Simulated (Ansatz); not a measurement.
## SiH₅SF: nudged elastic band

- system: SiH₅SF
- method: RKS LDA/6-31G* (Ansatz 0.2.0)

One setting was made poor on purpose. It belongs to a series of runs on one base structure; here: band between the two ends. Figures and captions count atoms from 1; the log counts them from 0 in places.

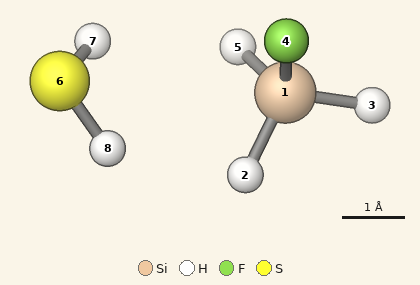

Figure 1. The input geometry (ball-and-stick view, seen at a tilt; atoms are numbered from 1 in the order of the input). Bond lengths as drawn: F–Si 1.60 Å, H–S 1.36 Å and H–Si 1.50 Å.

Input:
```yaml
crystal:
  periodic: [false, false, false]
  atoms:
    - { symbol: Si, position_ang: [0.292012, 0.073019, -0.116736] }
    - { symbol: H, position_ang: [0.250587, 0.085749, 1.385517] }
    - { symbol: H, position_ang: [1.704616, -0.145598, -0.569176] }
    - { symbol: F, position_ang: [-0.233856, 1.471806, -0.697615] }
    - { symbol: H, position_ang: [-0.570915, -1.052118, -0.612277] }
    - { symbol: S, position_ang: [-3.140865, -0.034589, 1.28869] }
    - { symbol: H, position_ang: [-2.792262, -0.951015, 0.341428] }
    - { symbol: H, position_ang: [-1.947318, -0.194754, 1.928668] }
basis:
  gaussian: { orbitals: "6-31G*" }
hamiltonian:
  xc: lda
neb:
  order_check: false
  images: 5
  f_tol: 0.2
  max_iterations: 60
  final_atoms:
    - { symbol: Si, position_ang: [-0.47921061, -0.10639726, -0.50844152] }
    - { symbol: H, position_ang: [0.01049619, 0.22189725, 2.48926667] }
    - { symbol: H, position_ang: [0.68317779, -0.24632227, 0.42135744] }
    - { symbol: F, position_ang: [-0.44280545, 1.36202592, -1.16340024] }
    - { symbol: H, position_ang: [-0.46353613, -1.09313961, -1.63395408] }
    - { symbol: S, position_ang: [-2.20060415, -0.43733876, 0.6856687] }
    - { symbol: H, position_ang: [-3.01597029, -0.70207034, -0.3769373] }
    - { symbol: H, position_ang: [-0.52954835, 0.25384505, 3.03493933] }
  initial_path:
    images:
      - { positions_ang: [[0.292012, 0.073019, -0.116736], [0.250587, 0.085749, 1.385517], [1.704616, -0.145598, -0.569176], [-0.233856, 1.471806, -0.697615], [-0.570915, -1.052118, -0.612277], [-3.140865, -0.034589, 1.28869], [-2.792262, -0.951015, 0.341428], [-1.947318, -0.194754, 1.928668]] }
      - { positions_ang: [[0.19644797, 0.04660608, -0.07439956], [0.16090348, 0.05742593, 1.53037918], [1.59919897, -0.10249818, -0.53203678], [-0.39882174, 1.41239047, -0.64305998], [-0.60830138, -1.09987028, -0.56832453], [-2.87360491, -0.01703225, 1.11084122], [-2.89215516, -0.91792405, 0.21339867], [-1.62166824, -0.12659774, 1.91170077]] }
      - { positions_ang: [[0.10088394, 0.02019316, -0.03206311], [0.07121996, 0.02910286, 1.67524135], [1.49378194, -0.05939835, -0.49489756], [-0.56378747, 1.35297494, -0.58850495], [-0.64568776, -1.14762256, -0.52437205], [-2.60634482, 0.00052451, 0.93299244], [-2.99204832, -0.88483309, 0.08536933], [-1.29601847, -0.05844147, 1.89473354]] }
      - { positions_ang: [[0.00531992, -0.00621976, 0.01027333], [-0.01846355, 0.00077979, 1.82010353], [1.38836491, -0.01629853, -0.45775834], [-0.72875321, 1.29355942, -0.53394993], [-0.68307414, -1.19537483, -0.48041958], [-2.33908473, 0.01808126, 0.75514367], [-3.09194149, -0.85174214, -0.04266], [-0.97036871, 0.00971479, 1.87776632]] }
      - { positions_ang: [[-0.15619026, -0.03961226, -0.16263162], [-0.00881031, 0.07448561, 2.04315791], [1.15330254, -0.09297311, -0.16471975], [-0.63343729, 1.31638158, -0.7437667], [-0.60989481, -1.16129642, -0.86493108], [-2.29292454, -0.13372541, 0.73198534], [-3.06661775, -0.80185154, -0.15408577], [-0.82342859, 0.09109155, 2.26349065]] }
      - { positions_ang: [[-0.31770043, -0.07300476, -0.33553657], [0.00084294, 0.14819143, 2.26621229], [0.91824017, -0.16964769, 0.12831885], [-0.53812137, 1.33920375, -0.95358347], [-0.53671547, -1.12721802, -1.24944258], [-2.24676435, -0.28553209, 0.70882702], [-3.04129402, -0.75196094, -0.26551153], [-0.67648847, 0.1724683, 2.64921499]] }
      - { positions_ang: [[-0.47921061, -0.10639726, -0.50844152], [0.01049619, 0.22189725, 2.48926667], [0.68317779, -0.24632227, 0.42135744], [-0.44280545, 1.36202592, -1.16340024], [-0.46353613, -1.09313961, -1.63395408], [-2.20060415, -0.43733876, 0.6856687], [-3.01597029, -0.70207034, -0.3769373], [-0.52954835, 0.25384505, 3.03493933]] }
```

Machine: 1 thread of Arm Neoverse V1, 24 GiB of memory available, shared host.

Launched with:
```bash
ansatz run input.yaml --threads 1 --pin off --max-ram 2048MiB --backend cpu --events-out ev --progress --plain --runs-dir out
```

The program's output:
```
Engine: ansatz 0.2.0, aarch64-unknown-linux-gnu
Functional definition: SPW92
  exchange = slater_x
  correlation = pw_c
776 factors; their error is unknown
mean field evaluation 1: about -21421.3524 eV, gradient 3.0e1 eV
mean field evaluation 2: about -21417.8206 eV, gradient 5.8e1 eV
mean field evaluation 4: about -21423.1344 eV, gradient 2.2e0 eV
mean field evaluation 8: about -21423.0897 eV, gradient 1.9e-2 eV
mean field -21423.08967971 eV, -787.2840246375 hartree, gradient 5.9e-5 eV, S^2 0.000000; 0 other end points of the search recorded, 0 dependent functions left out
the calculation of the forces begins
reference -21423.08971347 eV, -787.2840258783 hartree; 22, 22 occupied and 41, 41 virtual orbitals, 776 factors
776 factors; their error is unknown
mean field evaluation 16: about -21418.7188 eV, gradient 5.7e1 eV
mean field -21423.68608416 eV, -787.3059420970 hartree, gradient 3.1e-5 eV, S^2 0.000000; 0 other end points of the search recorded, 0 dependent functions left out
[... from here on the field's lines of each further geometry are left out, up to the last ...]
NEB iter   1: max|band force component| = 6.591e0 eV/Å  barrier→ = 3.3397 eV  barrier← = 3.9361 eV  Δτ_max = 0.2000 Å  (169 SCF iters)
NEB iter   2: max|band force component| = 3.142e0 eV/Å  barrier→ = 2.2363 eV  barrier← = 2.8327 eV  Δτ_max = 0.2000 Å  (145 SCF iters)
NEB iter   3: max|band force component| = 9.303e-1 eV/Å  barrier→ = 1.6483 eV  barrier← = 2.2447 eV  Δτ_max = 0.2000 Å  (140 SCF iters)
NEB iter   4: max|band force component| = 1.254e0 eV/Å  barrier→ = 1.2372 eV  barrier← = 1.8336 eV  Δτ_max = 0.1009 Å  (134 SCF iters)
NEB iter   5: max|band force component| = 5.968e-1 eV/Å  barrier→ = 1.3180 eV  barrier← = 1.9144 eV  Δτ_max = 0.1994 Å  (130 SCF iters)
NEB iter   6: max|band force component| = 9.422e-1 eV/Å  barrier→ = 1.4118 eV  barrier← = 2.0082 eV  Δτ_max = 0.1014 Å  (135 SCF iters)
NEB iter   7: max|band force component| = 6.289e-1 eV/Å  barrier→ = 1.4005 eV  barrier← = 1.9970 eV  CI = image 2  Δτ_max = 0.1979 Å  (129 SCF iters)
NEB iter   8: max|band force component| = 3.862e-1 eV/Å  barrier→ = 1.4733 eV  barrier← = 2.0697 eV  CI = image 2  Δτ_max = 0.1008 Å  (136 SCF iters)
NEB iter   9: max|band force component| = 3.596e-1 eV/Å  barrier→ = 1.4500 eV  barrier← = 2.0464 eV  CI = image 2  Δτ_max = 0.0992 Å  (128 SCF iters)
NEB iter  10: max|band force component| = 2.919e-1 eV/Å  barrier→ = 1.4364 eV  barrier← = 2.0328 eV  CI = image 2  Δτ_max = 0.1003 Å  (133 SCF iters)
the calculation of the forces begins
reference -21423.67148860 eV, -787.3054057199 hartree; 22, 22 occupied and 41, 41 virtual orbitals, 776 factors
776 factors; their error is unknown
mean field evaluation 544: about -21421.6996 eV, gradient 2.7e0 eV
mean field -21421.66483218 eV, -787.2316624568 hartree, gradient 1.0e-5 eV, S^2 0.000000; 1 other end points of the search recorded, 0 dependent functions left out
the calculation of the forces begins
reference -21421.66486377 eV, -787.2316636177 hartree; 22, 22 occupied and 41, 41 virtual orbitals, 776 factors
NEB iter  11: max|band force component| = 1.508e-1 eV/Å  barrier→ = 1.4248 eV  barrier← = 2.0213 eV  CI = image 2  Δτ_max = 0.0000 Å  (256 SCF iters)
```

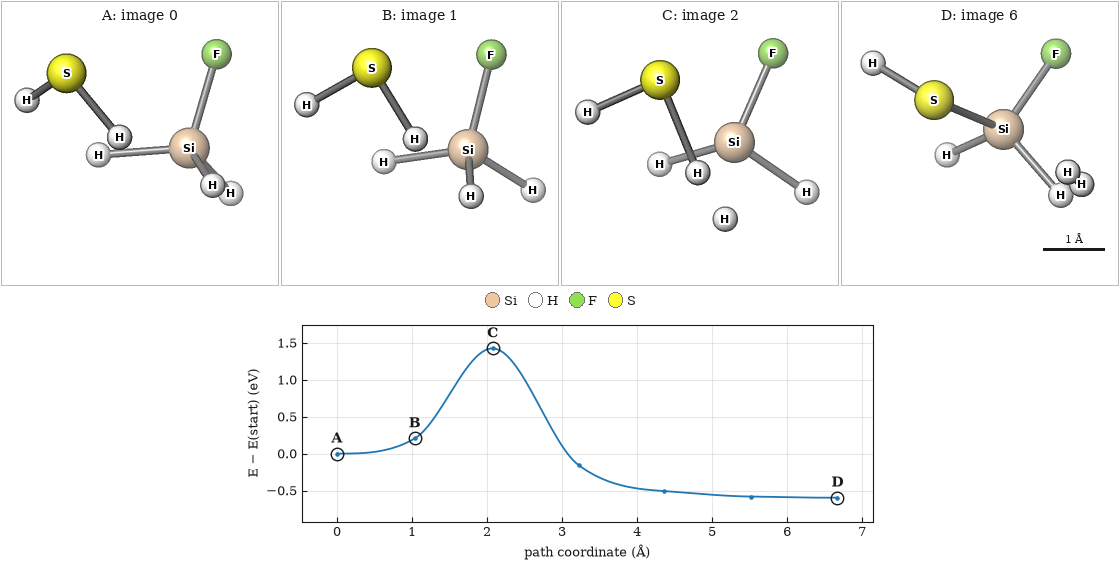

Figure 2. Images of the last band (counted from 0; ball-and-stick, seen at a tilt) above the energy along the path; the line is a cubic interpolation that uses the forces. The highest image is number 2, 1.425 eV above the start and 2.021 eV above the end (the climbing image); the end lies 0.596 eV below the start. The path is 6.67 Å long. The band converged in 11 iterations.

```
Total energy: -21421.66486377 eV, -787.2316636177 hartree
Atom 0 at    -0.214629     0.078081    -0.080371 Å, force    -0.038233     0.037658     0.089745 eV/Å
Atom 1 at    -0.101644    -0.533952     1.528170 Å, force    -0.030582     0.052242    -0.075825 eV/Å
Atom 2 at     1.267644     0.275204     0.101097 Å, force    -0.033159     0.025676     0.023585 eV/Å
Atom 3 at    -0.494674     1.404069    -0.966416 Å, force     0.018263    -0.125751     0.014070 eV/Å
Atom 4 at    -0.518194    -1.234378    -0.728758 Å, force    -0.007587     0.021940    -0.004157 eV/Å
Atom 5 at    -2.466961     0.381523     0.874317 Å, force     0.027858     0.025606     0.045557 eV/Å
Atom 6 at    -2.802788    -0.916656     0.624159 Å, force    -0.000757     0.006228    -0.037249 eV/Å
Atom 7 at    -1.106755    -0.201391     1.596300 Å, force     0.064197    -0.043599    -0.055725 eV/Å
Dipole moment:     0.050560    -0.431944     0.138685 e Å
this run last wrote the band of iteration 11 to [file]
```

The last band as extended XYZ (Å, eV, eV/Å):
```
8
Properties=species:S:1:pos:R:3:forces:R:3 image=0 energy=-21423.08968
Si    0.2920    0.0730   -0.1167    0.0021  -0.0001  -0.0006
H     0.2506    0.0857    1.3855   -0.0015   0.0015   0.0032
H     1.7046   -0.1456   -0.5692    0.0038  -0.0023  -0.0007
F    -0.2339    1.4718   -0.6976   -0.0022   0.0028  -0.0007
H    -0.5709   -1.0521   -0.6123   -0.0034  -0.0011  -0.0012
S    -3.1409   -0.0346    1.2887    0.0229  -0.0247  -0.0142
H    -2.7923   -0.9510    0.3414   -0.0106   0.0192   0.0163
H    -1.9473   -0.1948    1.9287   -0.0111   0.0047  -0.0022
8
Properties=species:S:1:pos:R:3:forces:R:3 image=1 energy=-21422.88357
Si    0.1479    0.0019   -0.0977    0.2152  -0.0382  -0.0190
H     0.0272   -0.2787    1.3869    0.1135   0.1769  -0.1039
H     1.6182    0.1344   -0.2670    0.2579  -0.0849  -0.2463
F    -0.4870    1.3694   -0.6493    0.0526  -0.0701   0.2097
H    -0.4405   -1.1822   -0.8048    0.0507   0.0281  -0.0216
S    -2.7903    0.2725    1.0994   -0.3030  -0.1272   0.1014
H    -2.9193   -0.9912    0.6053   -0.0783   0.0158  -0.0013
H    -1.5942   -0.0736    1.6759   -0.3085   0.0997   0.0810
8
Properties=species:S:1:pos:R:3:forces:R:3 image=2 energy=-21421.66483
Si   -0.2146    0.0781   -0.0804   -0.0382   0.0377   0.0897
H    -0.1016   -0.5340    1.5282   -0.0306   0.0522  -0.0758
H     1.2676    0.2752    0.1011   -0.0332   0.0257   0.0236
F    -0.4947    1.4041   -0.9664    0.0183  -0.1258   0.0141
H    -0.5182   -1.2344   -0.7288   -0.0076   0.0219  -0.0042
S    -2.4670    0.3815    0.8743    0.0279   0.0256   0.0456
H    -2.8028   -0.9167    0.6242   -0.0008   0.0062  -0.0372
H    -1.1068   -0.2014    1.5963    0.0642  -0.0436  -0.0557
8
Properties=species:S:1:pos:R:3:forces:R:3 image=3 energy=-21423.24466
Si   -0.4621    0.2119   -0.3258   -0.3433   0.1302  -0.3164
H    -0.0269   -0.7175    1.9733    0.0475  -0.1995   0.3317
H     0.8386    0.4584    0.3688   -0.1956   0.1836   0.2418
F    -0.4994    1.3185   -1.4861    0.1087  -0.0990  -0.2898
H    -0.4485   -1.2119   -0.7976   -0.0175   0.0215  -0.1136
S    -2.4007    0.4875    0.5983   -0.0115   0.0099  -0.1031
H    -2.6844   -0.8518    0.6868    0.1126   0.2156  -0.0201
H    -0.7545   -0.4426    1.9309    0.2991  -0.2623   0.2696
8
Properties=species:S:1:pos:R:3:forces:R:3 image=4 energy=-21423.59773
Si   -0.5383    0.1874   -0.5284   -0.1053  -0.0701  -0.1126
H     0.1680   -0.5420    2.7045    0.0036  -0.0218   0.0511
H     0.5996    0.4920    0.3877    0.0174   0.0950  -0.0113
F    -0.4949    1.2226   -1.7548    0.0514   0.0215   0.0078
H    -0.4665   -1.2049   -1.0795    0.0014  -0.0137   0.0522
S    -2.3858    0.3761    0.5259    0.0409  -0.0547   0.0580
H    -2.7765   -0.8971    0.2356   -0.0316   0.0493  -0.0576
H    -0.5435   -0.3815    2.4575    0.0222  -0.0056   0.0123
8
Properties=species:S:1:pos:R:3:forces:R:3 image=5 energy=-21423.67146
Si   -0.5166    0.0030   -0.5688   -0.0592   0.0222  -0.0567
H     0.2202    0.0129    2.9719   -0.0045   0.0073   0.0121
H     0.6053    0.2351    0.3835    0.0501  -0.0085   0.0482
F    -0.5708    1.2188   -1.6186    0.0011   0.0098  -0.0234
H    -0.3918   -1.2580   -1.3633    0.0162  -0.0223  -0.0135
S    -2.2457   -0.0936    0.6568    0.0088  -0.0087   0.0475
H    -3.0519   -0.6486   -0.2921   -0.0109   0.0033  -0.0158
H    -0.4868   -0.2171    2.7792   -0.0015  -0.0030   0.0016
8
Properties=species:S:1:pos:R:3:forces:R:3 image=6 energy=-21423.68608
Si   -0.4792   -0.1064   -0.5084   -0.0055   0.0069   0.0140
H     0.0105    0.2219    2.4893   -0.0096  -0.0004   0.0210
H     0.6832   -0.2463    0.4214    0.0006   0.0007  -0.0083
F    -0.4428    1.3620   -1.1634    0.0007  -0.0055  -0.0075
H    -0.4635   -1.0931   -1.6340    0.0115  -0.0001  -0.0024
S    -2.2006   -0.4373    0.6857   -0.0152  -0.0150  -0.0237
H    -3.0160   -0.7021   -0.3769    0.0001   0.0112   0.0156
H    -0.5295    0.2538    3.0349    0.0175   0.0023  -0.0087
```

Key numbers:

```csv
quantity,value
outcome,converged
"barrier, forward",1.425 eV
"barrier, backward",2.021 eV
wall time,70 s
peak memory,0.11 GiB
```

A deliberately poor setting: loose force. The order of the saddle point was not checked.
